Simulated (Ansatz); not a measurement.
Base system: RbBr in the rock salt structure (space group Fm-3m, No. 225; a = 7.0177 Å).

Now apply this change: a hydrostatic pressure of 3 GPa.

Method: Ansatz (an electronic-structure program) PBE, no spin-orbit coupling.

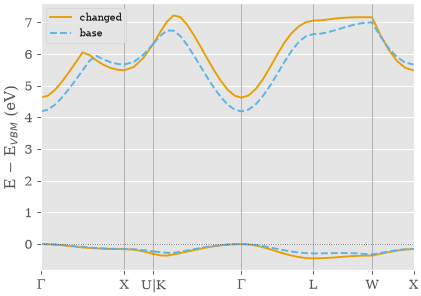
Highest valence and lowest conduction band along the path, each from its own valence-band maximum

Problem. Read the changed gap and its character from the plot.

Solution. About 4.6 eV, direct at Γ.

Load acts through the strain it causes; cell and atoms are relaxed under it. Stability against distortions was not tested.
